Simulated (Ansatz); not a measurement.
## Run report: C$_{3}$HF$_{3}$, geometry relaxation

- system: C$_{3}$HF$_{3}$, SMILES C#CC(F)(F)F
- method: RKS PBE0-D4/def2-TZVPPD (Ansatz 0.2.0)

Figures and captions count atoms from 1; the log counts them from 0 in places.

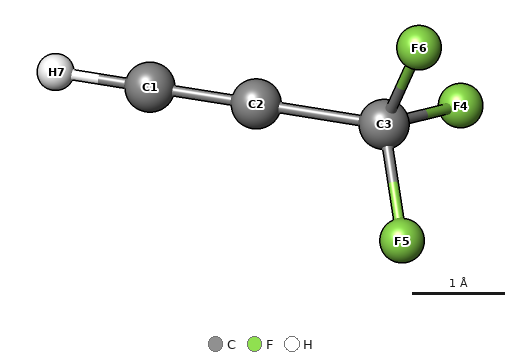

**Figure 1.** The structure as given in the input (ball-and-stick view, seen at a tilt; atoms are numbered from 1 in the order of the input). Bond lengths as drawn: C–C 1.22 to 1.47 Å, C–F 1.36 Å and C–H 1.08 Å.

**Results in brief**

- outcome: converged
- total energy: −11269.1878 eV
- mean-field energy: −11269.0905 eV
- SCF solution under orbital rotations: stable
- largest force (length of the vector) at the end: under 0.001 eV/Å
- hardware: 4 threads of Arm Neoverse V2, 24 GiB of memory available, shared host
- wall time: 28 s (CPU time 1.8 min)
- peak memory: 0.64 GiB

**The input**
```yaml
crystal:
  periodic: [false, false, false]
  atoms:
    - { symbol: C, position_ang: [2.2898503, 0.5879281, -0.4437376] }
    - { symbol: C, position_ang: [1.13082467, 0.28979316, -0.21682941] }
    - { symbol: C, position_ang: [-0.26443121, -0.06802284, 0.05188999] }
    - { symbol: F, position_ang: [-0.60179751, -1.23349157, -0.55734107] }
    - { symbol: F, position_ang: [-1.11546939, 0.88962004, -0.39738538] }
    - { symbol: F, position_ang: [-0.48757506, -0.22227545, 1.38218264] }
    - { symbol: H, position_ang: [3.3194382, 0.85176855, -0.64192917] }
basis:
  gaussian: { orbitals: def2-TZVPPD.json }
hamiltonian:
  xc: pbe0
  dispersion: d4
relax:
  f_tol: 0.002
  max_steps: 150
```

Command:
```bash
ansatz run input.yaml --threads 4 --pin off --max-ram 10240MiB --backend cpu --events-out ev --progress --plain --runs-dir out
```

**Output**
```
The last accepted step is kept in [file] (removed where the run ends without a failure and the disk answers)
Engine: ansatz 0.2.0, aarch64-unknown-linux-gnu
Functional definition: PBE0
  parameter a = 0.25
  parameter kappa = 0.804
  parameter beta = 0.06672455060314922
  exchange = (1 - a)*pbe_x(kappa = kappa, mu = beta*pi^2/3) + a*exact_x
  correlation = pbe_c(beta = beta)
1172 factors; their error is unknown
mean field evaluation 1: about -11264.3662 eV, gradient 5.1e1 eV
mean field evaluation 2: about -11262.7987 eV, gradient 6.1e1 eV
mean field evaluation 4: about -11268.9328 eV, gradient 5.5e0 eV
mean field evaluation 8: about -11269.0229 eV, gradient 5.1e-1 eV
mean field evaluation 16: about -11269.0232 eV, gradient 4.6e-5 eV
mean field -11269.02321109 eV, -414.1289645894 hartree, gradient 4.6e-5 eV, S^2 0.000000; 0 other end points of the search recorded, 0 dependent functions left out
the calculation of the forces begins
reference -11269.02324970 eV, -414.1289660083 hartree; 23, 23 occupied and 225, 225 virtual orbitals, 1172 factors
relax step   1: F+E_penalty+E_count = -11269.11983518 eV  Δ(F+E_penalty+E_count) = +0.000e0 eV  max|allowed force component| = 1.833e0 eV/Å  Δτ_max = 0.0000 Å  (29 SCF iters, accepted)
these checks for a lower state are left out or cut short: starts, cluster_reference, orbital_swaps, neighbouring_geometries, increment
1172 factors; their error is unknown
mean field -11269.08433334 eV, -414.1312107904 hartree, gradient 2.0e-5 eV, S^2 0.000000; 0 other end points of the search recorded, 0 dependent functions left out
the calculation of the forces begins
reference -11269.08437163 eV, -414.1312121978 hartree; 23, 23 occupied and 225, 225 virtual orbitals, 1172 factors
relax step   2: F+E_penalty+E_count = -11269.18152044 eV  Δ(F+E_penalty+E_count) = -6.169e-2 eV  max|allowed force component| = 4.238e-1 eV/Å  Δτ_max = 0.0327 Å  (34 SCF iters, accepted)
these checks for a lower state are left out or cut short: starts, cluster_reference, orbital_swaps, neighbouring_geometries, increment
1172 factors; their error is unknown
mean field -11269.09035851 eV, -414.1314322114 hartree, gradient 2.0e-5 eV, S^2 0.000000; 0 other end points of the search recorded, 0 dependent functions left out
the calculation of the forces begins
reference -11269.09039668 eV, -414.1314336141 hartree; 23, 23 occupied and 225, 225 virtual orbitals, 1172 factors
relax step   3: F+E_penalty+E_count = -11269.18767330 eV  Δ(F+E_penalty+E_count) = -6.153e-3 eV  max|allowed force component| = 9.198e-2 eV/Å  Δτ_max = 0.0084 Å  (35 SCF iters, accepted)
these checks for a lower state are left out or cut short: starts, cluster_reference, orbital_swaps, neighbouring_geometries, increment
1172 factors; their error is unknown
mean field evaluation 32: about -11269.0668 eV, gradient 2.7e-4 eV
mean field -11269.09046736 eV, -414.1314362118 hartree, gradient 1.9e-5 eV, S^2 0.000000; 0 other end points of the search recorded, 0 dependent functions left out
the calculation of the forces begins
reference -11269.09050554 eV, -414.1314376146 hartree; 23, 23 occupied and 225, 225 virtual orbitals, 1172 factors
relax step   4: F+E_penalty+E_count = -11269.18776532 eV  Δ(F+E_penalty+E_count) = -9.202e-5 eV  max|allowed force component| = 3.884e-2 eV/Å  Δτ_max = 0.0009 Å  (36 SCF iters, accepted)
these checks for a lower state are left out or cut short: starts, cluster_reference, orbital_swaps, neighbouring_geometries, increment
1172 factors; their error is unknown
mean field -11269.09049895 eV, -414.1314373725 hartree, gradient 1.9e-5 eV, S^2 0.000000; 0 other end points of the search recorded, 0 dependent functions left out
the calculation of the forces begins
reference -11269.09053712 eV, -414.1314387753 hartree; 23, 23 occupied and 225, 225 virtual orbitals, 1172 factors
relax step   5: F+E_penalty+E_count = -11269.18778632 eV  Δ(F+E_penalty+E_count) = -2.100e-5 eV  max|allowed force component| = 5.078e-3 eV/Å  Δτ_max = 0.0006 Å  (36 SCF iters, accepted)
these checks for a lower state are left out or cut short: starts, cluster_reference, orbital_swaps, neighbouring_geometries, increment
1172 factors; their error is unknown
mean field -11269.09050217 eV, -414.1314374910 hartree, gradient 1.9e-5 eV, S^2 0.000000; 0 other end points of the search recorded, 0 dependent functions left out
the calculation of the forces begins
reference -11269.09054035 eV, -414.1314388938 hartree; 23, 23 occupied and 225, 225 virtual orbitals, 1172 factors
relax step   6: F+E_penalty+E_count = -11269.18778966 eV  Δ(F+E_penalty+E_count) = -3.343e-6 eV  max|allowed force component| = 2.145e-3 eV/Å  Δτ_max = 0.0009 Å  (36 SCF iters, accepted)
these checks for a lower state are left out or cut short: starts, cluster_reference, orbital_swaps, neighbouring_geometries, increment
1172 factors; their error is unknown
mean field -11269.09050260 eV, -414.1314375066 hartree, gradient 1.9e-5 eV, S^2 0.000000; 0 other end points of the search recorded, 0 dependent functions left out
the calculation of the forces begins
reference -11269.09054077 eV, -414.1314389094 hartree; 23, 23 occupied and 225, 225 virtual orbitals, 1172 factors
relax step   7: F+E_penalty+E_count = -11269.18779014 eV  Δ(F+E_penalty+E_count) = -4.750e-7 eV  max|allowed force component| = 6.451e-5 eV/Å  Δτ_max = 0.0003 Å  (36 SCF iters, accepted)
1172 factors; their error is unknown
mean field evaluation 64: about -11269.0905 eV, gradient 1.9e-5 eV
```

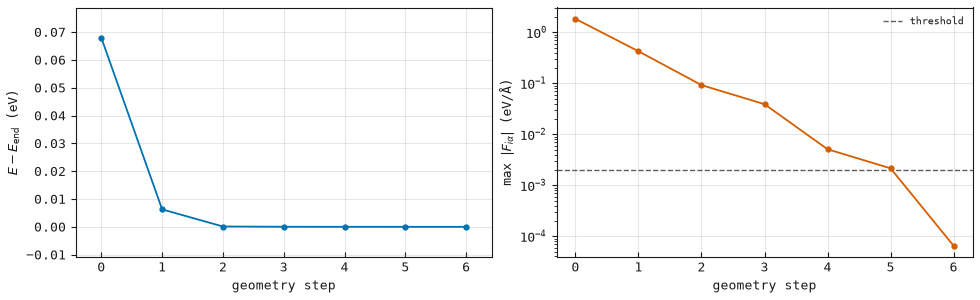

**Figure 2.** Progress of the relaxation, step by step (the first geometry is step 0 here and step 1 in the log).

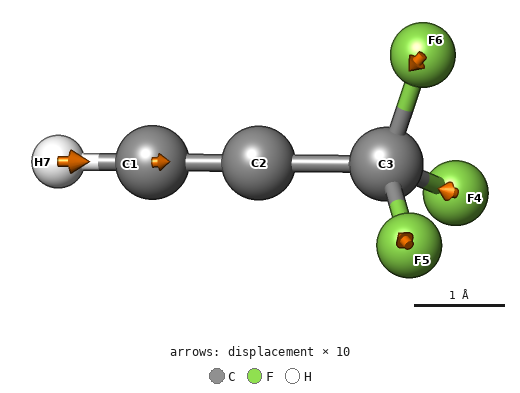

**Figure 3.** The starting structure with the displacements as orange arrows, magnified 10 times (ball-and-stick view, seen at a tilt). The two geometries are laid on each other by the best rigid fit. Over 6 geometry steps the energy falls by 0.068 eV. The largest force component goes from 1.8 to under 0.0001 eV/Å. The largest move after the best rigid fit is that of H7, 0.037 Å. Largest moves by element: H 0.037 Å, F 0.026 Å, C 0.021 Å. Among the contacts that change: C1–C2 1.218 → 1.195 Å, C3–F4 1.358 → 1.336 Å, C1–H7 1.081 → 1.065 Å, C2–C3 1.465 → 1.461 Å. (Atoms are counted from 1 in the order of the input.)

```
mean field -11269.09050260 eV, -414.1314375066 hartree, gradient 1.9e-5 eV, S^2 0.000000; 1 other end points of the search recorded, 0 dependent functions left out
the calculation of the forces begins
reference -11269.09054077 eV, -414.1314389094 hartree; 23, 23 occupied and 225, 225 virtual orbitals, 1172 factors
Total energy: -11269.18782831 eV, -414.1350141605 hartree
Atom 0 at     2.270210     0.582522    -0.438720 Å, force     0.000005    -0.000028     0.000065 eV/Å
Atom 1 at     1.132052     0.290427    -0.218541 Å, force     0.000004     0.000028    -0.000061 eV/Å
Atom 2 at    -0.258577    -0.066466     0.050445 Å, force     0.000015     0.000002     0.000043 eV/Å
Atom 3 at    -0.588205    -1.213384    -0.549449 Å, force    -0.000019     0.000010    -0.000013 eV/Å
Atom 4 at    -1.094202     0.876936    -0.391902 Å, force     0.000007    -0.000022    -0.000014 eV/Å
Atom 5 at    -0.474505    -0.217422     1.359847 Å, force    -0.000004    -0.000002     0.000006 eV/Å
Atom 6 at     3.284067     0.842707    -0.634831 Å, force    -0.000008     0.000012    -0.000025 eV/Å
Dipole moment:     0.460899     0.118284    -0.089154 e Å
```

**Trajectory as extended XYZ (Å, eV, eV/Å), 7 frames, from step=1 to step=7**
```
7
Properties=species:S:1:pos:R:3:forces:R:3 step=1 energy=-11269.11983
C     2.2898    0.5879   -0.4437   -1.6448  -0.4262   0.3327
C     1.1308    0.2898   -0.2168    1.8329   0.4737  -0.3677
C    -0.2644   -0.0680    0.0519   -0.6148  -0.1591   0.1198
F    -0.6018   -1.2335   -0.5573    0.2308   0.8969   0.4795
F    -1.1155    0.8896   -0.3974    0.6291  -0.7510   0.3553
F    -0.4876   -0.2223    1.3822    0.1412   0.1118  -1.0268
H     3.3194    0.8518   -0.6419   -0.5743  -0.1461   0.1072
7
Properties=species:S:1:pos:R:3:forces:R:3 step=2 energy=-11269.18152
C     2.2705    0.5829   -0.4398    0.2164   0.0529  -0.0329
C     1.1336    0.2905   -0.2175   -0.1283  -0.0309   0.0169
C    -0.2558   -0.0658    0.0502   -0.3893  -0.1009   0.0770
F    -0.5900   -1.2202   -0.5532    0.1069   0.3714   0.1945
F    -1.0988    0.8827   -0.3948    0.2703  -0.3051   0.1435
F    -0.4769   -0.2186    1.3679    0.0700   0.0490  -0.4238
H     3.2883    0.8438   -0.6359   -0.1460  -0.0364   0.0248
7
Properties=species:S:1:pos:R:3:forces:R:3 step=3 energy=-11269.18767
C     2.2690    0.5825   -0.4394    0.0006  -0.0020   0.0076
C     1.1314    0.2900   -0.2172    0.0637   0.0181  -0.0190
C    -0.2570   -0.0661    0.0504   -0.0920  -0.0242   0.0196
F    -0.5874   -1.2131   -0.5497    0.0058   0.0017  -0.0009
F    -1.0931    0.8772   -0.3922    0.0058   0.0014  -0.0009
F    -0.4748   -0.2175    1.3598    0.0058   0.0016  -0.0015
H     3.2827    0.8424   -0.6349    0.0104   0.0035  -0.0048
7
Properties=species:S:1:pos:R:3:forces:R:3 step=4 energy=-11269.18777
C     2.2696    0.5826   -0.4394   -0.0003  -0.0020   0.0069
C     1.1319    0.2901   -0.2174    0.0305   0.0094  -0.0119
C    -0.2579   -0.0664    0.0506   -0.0388  -0.0104   0.0091
F    -0.5877   -1.2132   -0.5496    0.0027   0.0003  -0.0007
F    -1.0935    0.8771   -0.3921    0.0025   0.0011  -0.0007
F    -0.4751   -0.2176    1.3598    0.0029   0.0007  -0.0002
H     3.2836    0.8426   -0.6351    0.0006   0.0009  -0.0026
7
Properties=species:S:1:pos:R:3:forces:R:3 step=5 energy=-11269.18779
C     2.2701    0.5827   -0.4393    0.0021  -0.0010   0.0051
C     1.1323    0.2902   -0.2176   -0.0024   0.0007  -0.0045
C    -0.2585   -0.0665    0.0507    0.0009  -0.0001   0.0012
F    -0.5880   -1.2133   -0.5496    0.0000  -0.0001  -0.0001
F    -1.0938    0.8771   -0.3921   -0.0001   0.0001  -0.0001
F    -0.4752   -0.2176    1.3599    0.0002   0.0000   0.0001
H     3.2840    0.8428   -0.6352   -0.0006   0.0004  -0.0018
7
Properties=species:S:1:pos:R:3:forces:R:3 step=6 energy=-11269.18779
C     2.2701    0.5826   -0.4390    0.0006  -0.0004   0.0019
C     1.1321    0.2904   -0.2185   -0.0003   0.0001  -0.0004
C    -0.2586   -0.0665    0.0505    0.0006  -0.0004   0.0021
F    -0.5882   -1.2134   -0.5494   -0.0004  -0.0007  -0.0004
F    -1.0941    0.8769   -0.3919   -0.0010   0.0008  -0.0004
F    -0.4746   -0.2175    1.3599    0.0008   0.0004  -0.0019
H     3.2841    0.8427   -0.6347   -0.0003   0.0002  -0.0009
7
Properties=species:S:1:pos:R:3:forces:R:3 step=7 energy=-11269.18779
C     2.2702    0.5825   -0.4387    0.0000   0.0000   0.0001
C     1.1321    0.2904   -0.2185    0.0000   0.0000  -0.0001
C    -0.2586   -0.0665    0.0504    0.0000   0.0000   0.0000
F    -0.5882   -1.2134   -0.5494    0.0000   0.0000   0.0000
F    -1.0942    0.8769   -0.3919    0.0000   0.0000   0.0000
F    -0.4745   -0.2174    1.3598    0.0000   0.0000   0.0000
H     3.2841    0.8427   -0.6348    0.0000   0.0000   0.0000
```
